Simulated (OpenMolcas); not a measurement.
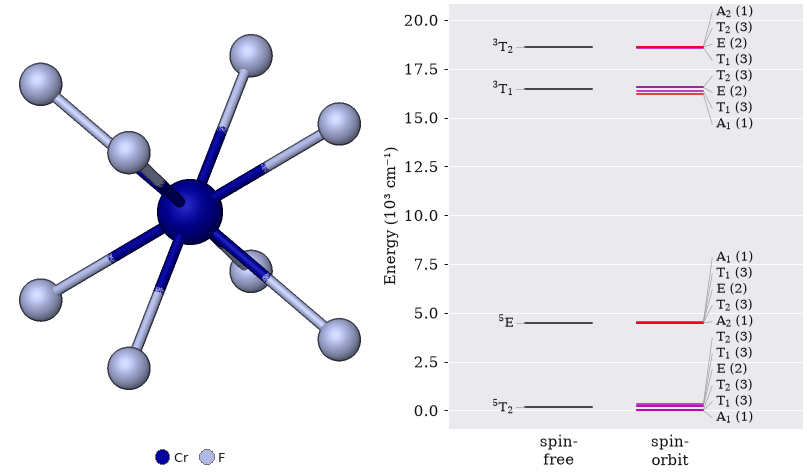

Cr²⁺ (3d⁴) as a dopant in SrF₂, a cluster with its 8 nearest F⁻ at 2.283 Å (cube) embedded in model potentials and point charges; the geometry was set, not optimised, and its levels. Labels give the representation in O, Td, D4 or D3 as the site allows (double group for half-integer spin) where it could be assigned and, in brackets, the degeneracy; spin-free states, where drawn, share the zero of the spin-orbit levels. Level of the calculation: state-averaged CASSCF, active space 4 electrons in the shell 3d, basis ANO-RCC-VDZP on all atoms, DKH2 scalar Hamiltonian, spin-orbit coupling by RASSI with atomic mean-field integrals (OpenMolcas).

**Give the ground level, the first gap and the ligand-field bands.**

The ground level is A₁, non-degenerate, 100 % from states of spin multiplicity 5. The next level lies at 14 cm⁻¹ (T₁). The lowest spin-free state is ⁵T₂, from the free-ion D term; of the same spin there follows at 4,340 cm⁻¹ (⁵E) above it. A ligand-field fit to the spin-free states gives |10Dq| = 4,700 cm⁻¹, B = 1,010 and C = 3,790 cm⁻¹ (rms misfit 90 cm⁻¹). The active orbitals hold 97 to 99 % metal character (Löwdin), and the Mulliken charge of the metal is +1.70.

Note: small active space favours high spin, ground spin may be wrong; the geometry is set by hand, with no relaxation and no charge compensation.
